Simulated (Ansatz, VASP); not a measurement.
# Ba2TeSe in two plane-wave programs, part 2 of 2

Wanted: the spread between two codes on one cell, functional and k mesh. The cell is invented: As first built, before any earlier steps moved the atoms: it takes the TePb2Se structure with some of its atoms replaced by other elements, volume scaled by an estimate. It may not be a known or stable phase. The cell comes out of the VASP series on this material, whose earlier steps may have relaxed, scaled or displaced it; both programs get it as it stands.

VASP 6.6.1 and Ansatz 0.2.0.

So far. Step 3 (VASP: band structure, RPBE): The run ends at a pressure of 0.00 GPa, with forces up to 0.0086 eV/Å.

### Step 4. Comparison

Known differences besides the PAW data sets themselves: the data sets hold 52 valence electrons in Ansatz (default PAW (the set named soft_2) files) and 32 in VASP; the cutoff is 420 eV in Ansatz and 400 eV in VASP; Ansatz makes its cores anew for this functional, VASP keeps those of its PBE data sets; VASP leaves aspherical gradient terms in its spheres out (LASPH is not set), Ansatz keeps them. Total energies have different zeros and are not compared.

The two programs side by side:

```csv
quantity,Ansatz,VASP,difference
pressure (GPa),-0.29,0.00,-0.30
gap over the path points (eV),1.931,1.859,+0.072
```

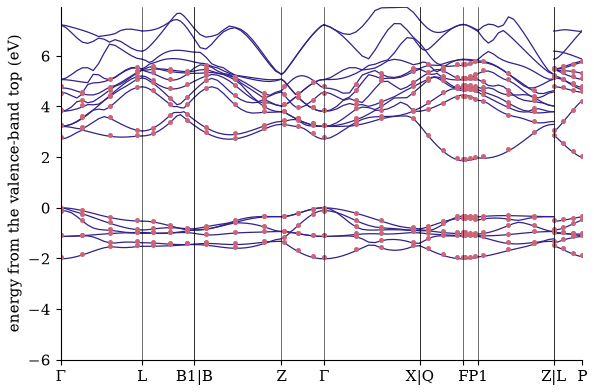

Bands from VASP (lines) and levels from Ansatz (dots). Dots without a line are higher empty bands that the VASP plot leaves out.

Levels at points of the path, from each program's valence-band top (eV; 4 filled, then empty):

```csv
k (reciprocal lattice),Ansatz,VASP
0.000 0.000 0.000,-1.09 -0.12 0.00 0.00 2.78 3.29 3.29,-1.13 -0.11 0.00 0.00 2.71 3.21 3.21
0.133 0.000 0.000,-1.06 -0.50 -0.23 -0.10 3.13 3.17 3.58,-1.10 -0.52 -0.24 -0.11 3.07 3.11 3.52
0.300 0.000 0.000,-0.98 -0.84 -0.58 -0.35 2.87 3.57 4.02,-1.02 -0.89 -0.61 -0.38 2.82 3.54 3.98
0.467 0.000 0.000,-0.96 -0.94 -0.82 -0.48 2.87 3.09 4.77,-1.01 -0.98 -0.86 -0.52 2.83 3.06 4.75
0.500 0.037 -0.037,-0.96 -0.96 -0.80 -0.52 2.96 3.16 4.64,-1.01 -1.00 -0.84 -0.56 2.92 3.13 4.61
0.500 0.100 -0.100,-0.95 -0.95 -0.74 -0.67 3.39 3.66 4.10,-1.00 -0.99 -0.79 -0.71 3.37 3.65 4.08
0.500 0.162 -0.162,-0.94 -0.86 -0.83 -0.78 3.48 3.71 4.09,-0.98 -0.91 -0.88 -0.83 3.46 3.69 4.08
0.771 0.500 0.229,-1.02 -0.81 -0.80 -0.71 3.00 3.20 4.74,-1.07 -0.85 -0.84 -0.75 2.96 3.16 4.72
0.667 0.500 0.333,-0.96 -0.56 -0.55 -0.48 2.76 2.94 4.11,-1.00 -0.60 -0.58 -0.52 2.72 2.89 4.07
0.563 0.500 0.437,-0.92 -0.73 -0.34 -0.32 3.14 3.28 3.82,-0.96 -0.76 -0.37 -0.35 3.10 3.23 3.77
```

Among the levels compared (up to four filled and three empty ones at each point), filled levels agree within 53 meV and empty ones within 73 meV.

### Step 5. Ansatz: single point, RPBE

A single point gives forces, pressure and levels at one fixed geometry, so differences don't come from the geometry; what else differs is listed under the comparison.

The cell comes out of the VASP series on this material, whose earlier steps may have relaxed, scaled or displaced it; both programs get it as it stands.

input.yaml reads:

```yaml
crystal:
  lattice:
    - [2.4661263638, 1.4238183138, 8.0763280829]
    - [-2.4661263638, 1.4238183138, 8.0763280829]
    - [0.0, -2.8476366275, 8.0763280829]
  atoms:
    - { symbol: Ba, position: [0.7453535018, 0.7453535018, 0.7453535018] }
    - { symbol: Ba, position: [0.2546464982, 0.2546464982, 0.2546464982] }
    - { symbol: Te, position: [0.5, 0.5, 0.5] }
    - { symbol: Se, position: [0.0, 0.0, 0.0] }
hamiltonian:
  xc: rpbe
  pseudopotentials: { kind: paw }
kpoints:
  mp_grid: { grid: [7, 7, 7] }
scf:
  occupations: { method: tetrahedron }
output:
  forces: true
  stress: true
  write_density: true
  write_potential: true
  elf: true
  volumetric_format: npy
```

Started as:

```bash
$ ansatz run input.yaml --threads 2 --pin off --max-ram 4608MiB --backend cpu --events-out ev --progress --plain --runs-dir out
```

Numbers of over 12 decimals in the logs are rounded to 6 here.

The program printed:

```text
Warning: output.forces, output.stress, relax.cell or npt_langevin: where a Kohn–Sham band that disperses or a degenerate level is filled in part under the method tetrahedron, the forces or the stress that this run publishes need not agree with its energy (scf.occupations.method in the input reference, under Limitations); prefer a smearing scheme for the forces or the stress
[...]
k-point 0: bands = [... 22 lower, 4.7830, 5.7535, 5.8686, 5.8686, 8.6464, 9.1545, 9.1554, 9.1554, ... 2 higher]
  k-point 1: bands = [... 22 lower, 4.8162, 5.3257, 5.6201, 5.7513, 8.9866, 9.0736, 9.4934, 9.5191, ... 2 higher]
  k-point 2: bands = [... 22 lower, 4.8823, 5.0325, 5.3188, 5.5370, 8.7564, 9.4748, 9.8329, 10.2118, ... 2 higher]
  k-point 43: bands = [... 22 lower, 4.9165, 5.2372, 5.4927, 5.5796, 8.7556, 9.3199, 9.7308, 9.7677, ... 2 higher]
[key lines of the parts left out:]
SCF converged after 7 iterations
Free energy (F): -24390.111621 eV
Fermi energy:    5.868644 eV
P = ⅓ Tr σ = -0.2947 GPa (-2.947 kbar)
```

It took 9 s on 2 threads of Arm Neoverse V1, shared host; peak memory 0.56 GiB; 18 s of CPU time.

The run ends at a pressure of -0.29 GPa, with forces up to 0.0060 eV/Å.

### Step 6. VASP: single point, RPBE

The same cell, functional, mesh and smearing now go to VASP, with its own data sets and cutoff.

INCAR reads:

```
SYSTEM = Ba2TeSe
PREC = Accurate
ENCUT = 400
EDIFF = 1E-06
NELM = 100
ISMEAR = -5
SIGMA = 0.05
LREAL = .FALSE.
ALGO = Normal
GGA = RP
NBANDS = 30
LORBIT = 11
LWAVE = .FALSE.
LCHARG = .FALSE.
KPAR = 2
NEDOS = 2001
```

POSCAR reads:

```
Ba2TeSe
1.0
    2.4661263638      1.4238183138      8.0763280829
   -2.4661263638      1.4238183138      8.0763280829
    0.0000000000     -2.8476366275      8.0763280829
Ba Te Se
2 1 1
Direct
    0.7453535018      0.7453535018      0.7453535018
    0.2546464982      0.2546464982      0.2546464982
    0.5000000000      0.5000000000      0.5000000000
    0.0000000000      0.0000000000      0.0000000000
```

KPOINTS reads:

```
Automatic mesh
0
Gamma
7 7 7
0 0 0
```

The projector-augmented-wave data sets are Ba_sv, Te and Se (PBE family, release 64).

Started as:

```bash
$ mpirun -np 2 vasp_std
```

The program printed:

```text
[banner, memory and clock lines left out]
running    2 mpi-ranks, on    1 nodes
[...]
[... a notice as in an earlier step ...]

 LDA part: xc-table for (Slater+PW92), standard interpolation
 POSCAR, INCAR and KPOINTS ok, starting setup
[...]
entering main loop
       N       E                     dE             d eps       ncg     rms          rms(c)
DAV:   1     0.172056847607E+03    0.17206E+03   -0.10746E+04  2640   0.723E+02
DAV:   2    -0.517652045403E+01   -0.17723E+03   -0.16561E+03  3592   0.163E+02
DAV:   3    -0.169709758983E+02   -0.11794E+02   -0.11693E+02  3496   0.433E+01
DAV:   4    -0.173383999916E+02   -0.36742E+00   -0.36692E+00  3944   0.660E+00
[...]
DAV:  14    -0.170010873095E+02   -0.10186E-05   -0.10410E-06  3050   0.397E-03    0.244E-03
DAV:  15    -0.170010885711E+02   -0.12616E-05   -0.22051E-06  2732   0.567E-03    0.176E-03
DAV:  16    -0.170010885619E+02    0.92198E-08   -0.18557E-07  2164   0.203E-03
   1 F= -.17001089E+02 E0= -.17001089E+02  d E =0.000000E+00
```

OUTCAR, selected parts (step 6):

```text
  Total       -0.0157219     -0.0157219      0.0216757      0.0000000      0.0000000      0.0000000
  in kB       -0.1480404     -0.1480404      0.2041030      0.0000000      0.0000000      0.0000000
  external PRESSURE =      -0.0306593 kB  Pullay stress =       0.0000000 kB

 POSITION                                       TOTAL-FORCE (eV/Angst)
 -----------------------------------------------------------------------------------
      0.00000      0.00000     18.05916        -0.000000      0.000000      0.007605
      0.00000      0.00000      6.16983        -0.000000     -0.000000     -0.007605
      0.00000      0.00000     12.11449         0.000000     -0.000000      0.000000
      0.00000      0.00000      0.00000        -0.000000     -0.000000     -0.000000
 -----------------------------------------------------------------------------------
    total drift:                               -0.000000     -0.000000      0.000000

  FREE ENERGIE OF THE ION-ELECTRON SYSTEM (eV)
  ---------------------------------------------------
  free  energy   TOTEN  =       -17.0010885619 eV

  energy  without entropy=      -17.0010885619  energy(sigma->0) =      -17.00108856

[... 1 part as in an earlier step ...]

[... 2 further parts left out ...]
[key lines of the parts left out:]
E-fermi :   1.6084
```

The run ends at a pressure of 0.00 GPa, with forces up to 0.0076 eV/Å.

### Step 7. Differences

Both answers:

```csv
quantity,Ansatz,VASP,difference
pressure (GPa),-0.29,0.00,-0.29
gap on the k mesh (eV),1.978,1.907,+0.071
```

### Step 8. VASP: electric field gradients, RPBE

Field gradients test the density near the nuclei, where the PAW reconstruction matters most.

INCAR reads:

```
SYSTEM = Ba2TeSe
PREC = Accurate
ENCUT = 400
EDIFF = 1E-07
NELM = 100
ISMEAR = 0
SIGMA = 0.05
LREAL = .FALSE.
ALGO = Normal
GGA = RP
NBANDS = 22
LORBIT = 11
LWAVE = .FALSE.
LCHARG = .FALSE.
KPAR = 2
LEFG = .TRUE.
LASPH = .TRUE.
```

POSCAR is that of step 6.

KPOINTS reads:

```
Automatic mesh
0
Gamma
5 5 5
0 0 0
```

Started as:

```bash
$ mpirun -np 2 vasp_std
```

The program printed:

```text
[... set-up lines as in an earlier step ...]
 entering main loop
       N       E                     dE             d eps       ncg     rms          rms(c)
DAV:   1     0.191360387109E+03    0.19136E+03   -0.11213E+04   836   0.984E+02
DAV:   2    -0.288164793124E+01   -0.19424E+03   -0.18543E+03  1094   0.209E+02
DAV:   3    -0.168171742829E+02   -0.13936E+02   -0.13858E+02  1146   0.605E+01
DAV:   4    -0.173364985788E+02   -0.51932E+00   -0.51886E+00  1338   0.100E+01
[...]
DAV:  15    -0.170001674238E+02   -0.45988E-06   -0.35061E-07   870   0.380E-03    0.230E-03
DAV:  16    -0.170001677451E+02   -0.32130E-06   -0.55765E-07   926   0.340E-03    0.114E-03
DAV:  17    -0.170001677149E+02    0.30210E-07   -0.79899E-08   748   0.150E-03
ion   1
     0.0000000     0.0000000     0.0000001    -0.0150766     0.0000000     0.0000246
     0.0000600     0.0000000     0.0000001    -0.0150766     0.0000000     0.0000246
     0.0000826     0.0000000     0.0000001    -0.0150766     0.0000000     0.0000246
     0.0001137     0.0000000     0.0000001    -0.0150766     0.0000000     0.0000246
[...]
0.0000000    -0.0000000     0.0000000   -19.1826352     0.0000000     0.0007197
     0.0000585    -0.0000000     0.0000000   -19.1785710     0.0000000     0.0007195
     0.0000806    -0.0000000     0.0000000   -19.1764515     0.0000000     0.0007194
     0.0001110    -0.0000000     0.0000000   -19.1731053     0.0000000     0.0007193
     0.0001528    -0.0000000     0.0000000   -19.1678458     0.0000000     0.0007191

ion   4
     0.0000000    -0.0000000     0.0000000     0.1498953     0.0000000     0.0000120
     0.0000499    -0.0000000     0.0000000     0.1498953     0.0000000     0.0000120
     0.0000687    -0.0000000     0.0000000     0.1498953     0.0000000     0.0000120
     0.0000946    -0.0000000     0.0000000     0.1498953     0.0000000     0.0000120
     0.0001302    -0.0000000     0.0000000     0.1498953     0.0000000     0.0000120

     0.0000000    -0.0000000     0.0000000    10.5001229     0.0000000     0.0004941
     0.0000499    -0.0000000     0.0000000    10.4996865     0.0000000     0.0004940
     0.0000687    -0.0000000     0.0000000    10.4994433     0.0000000     0.0004940
     0.0000946    -0.0000000     0.0000000    10.4990499     0.0000000     0.0004940
     0.0001302    -0.0000000     0.0000000    10.4984171     0.0000000     0.0004940

   1 F= -.17000168E+02 E0= -.17000168E+02  d E =-.200390E-16
```

From OUTCAR (step 8):

```text
  Total       -0.0072193     -0.0072193      0.0219596      0.0000000      0.0000000      0.0000000
  in kB       -0.0679781     -0.0679780      0.2067762      0.0000000      0.0000000      0.0000000
  external PRESSURE =       0.0236067 kB  Pullay stress =       0.0000000 kB

 POSITION                                       TOTAL-FORCE (eV/Angst)
 -----------------------------------------------------------------------------------
      0.00000      0.00000     18.05916         0.000000      0.000000      0.008287
      0.00000      0.00000      6.16983         0.000000     -0.000000     -0.008287
      0.00000      0.00000     12.11449        -0.000000      0.000000      0.000000
      0.00000      0.00000      0.00000         0.000000      0.000000      0.000000
 -----------------------------------------------------------------------------------
    total drift:                               -0.000000     -0.000000      0.000000

  FREE ENERGIE OF THE ION-ELECTRON SYSTEM (eV)
  ---------------------------------------------------
  free  energy   TOTEN  =       -17.0001677149 eV

  energy  without entropy=      -17.0001677149  energy(sigma->0) =      -17.00016771

[... 1 part as in an earlier step ...]

[... 2 further parts left out ...]
[key lines of the parts left out:]
E-fermi :   1.8731
```

The run ends at a pressure of 0.00 GPa, with forces up to 0.0083 eV/Å.

### Step 9. Ansatz: electric field gradients, RPBE

The same cell, functional, mesh and smearing now go to Ansatz, which takes its cutoff from its data sets.

The cell comes out of the VASP series on this material, whose earlier steps may have relaxed, scaled or displaced it; both programs get it as it stands.

input.yaml, the sections that differ from step 5:

```yaml
kpoints:
  mp_grid: { grid: [5, 5, 5] }
scf:
  occupations: { method: gaussian, width: 0.05 }
  n_extra_bands: 5
output:
  forces: true
  stress: true
  eigenvalues: true
  efg: {}
# crystal, hamiltonian: as in step 5
```

Started as:

```bash
$ ansatz run input.yaml --threads 2 --pin off --max-ram 4608MiB --backend cpu --events-out ev --progress --plain --runs-dir out
```

The program printed:

```text
[...]
Te, Ba: output.efg is read without spin–orbit coupling, which moves field gradients at and beside such atoms by some per cent and up to a factor of two; PAW files take it under magnetization.noncollinear and magnetization.spin_orbit
[...]
Crystal: 4 atoms, lattice volume = 170.151 Å³
[...]
k-point 0: bands = [... 22 lower, 4.7834, 5.7542, 5.8694, 5.8694, 8.6469, 9.1547, 9.1556, 9.1556, ... 1 higher]
  k-point 1: bands = [... 22 lower, 4.8426, 5.1127, 5.5028, 5.6657, 8.8831, 9.3027, 9.7760, 9.7763, ... 1 higher]
  k-point 2: bands = [... 22 lower, 4.9209, 4.9465, 5.1195, 5.4160, 8.7080, 9.1129, 10.4225, 10.6911, ... 1 higher]
  k-point 18: bands = [... 22 lower, 4.8839, 5.3209, 5.4394, 5.5961, 8.4857, 9.4411, 9.6994, 9.8357, ... 1 higher]
[key lines of the parts left out:]
SCF converged after 7 iterations
Free energy (F): -24390.110685 eV
Fermi energy:    6.879019 eV
P = ⅓ Tr σ = -0.2915 GPa (-2.915 kbar)
```

Elapsed: 5.4 s, on 2 threads; peak memory 0.56 GiB; 9.3 s of CPU time.

The run ends at a pressure of -0.29 GPa, with forces up to 0.0067 eV/Å.

### Step 10. Differences

What differs besides the data sets and the points named for the pairs above, as far as they apply: Ansatz adds the response of the frozen cores to the gradients, VASP leaves it out. Total energies have different zeros and are not compared.

Compared:

```csv
quantity,Ansatz,VASP,difference
pressure (GPa),-0.29,0.00,-0.29
gap on the k mesh (eV),2.021,1.951,+0.069
Vzz at Ba1 (V/Å²),2.1,2.2,-0.1
Vzz at Ba2 (V/Å²),2.1,2.2,-0.1
Vzz at Te3 (V/Å²),25.9,24.3,+1.6
Vzz at Se4 (V/Å²),-13.9,-13.3,-0.6
```

### Step 11. Results

```json
{
  "difference in gap over the path points (band structure, RPBE)": "0.072 eV",
  "difference in gap on the k mesh (single point, RPBE)": "0.071 eV",
  "difference in Vzz at Te3 (electric field gradients, RPBE)": "1.6 V/Å²",
  "difference in gap on the k mesh (electric field gradients, RPBE)": "0.069 eV"
}
```

**Reading.** The difference in gap over the path points is 0.072 eV (band structure, RPBE), within the 0.08 eV picked in this series as the mark of a large difference. 2 further runs on this material are not shown. How closely two codes agree says nothing of how well the functional describes the real material.

[Lines on the potential files, build, host, timing and source positions are cut from VASP's logs without a mark.]

[Logs are printed without paths, hosts, clocks, repeated set-up lines and the standing remarks that a program may print on its own settings, such as how far it seeks lower states.]

[Hosts, paths, dates, database ids (printed as entryN), source tags and the programs' standing remarks are cut or masked in the printed files.]
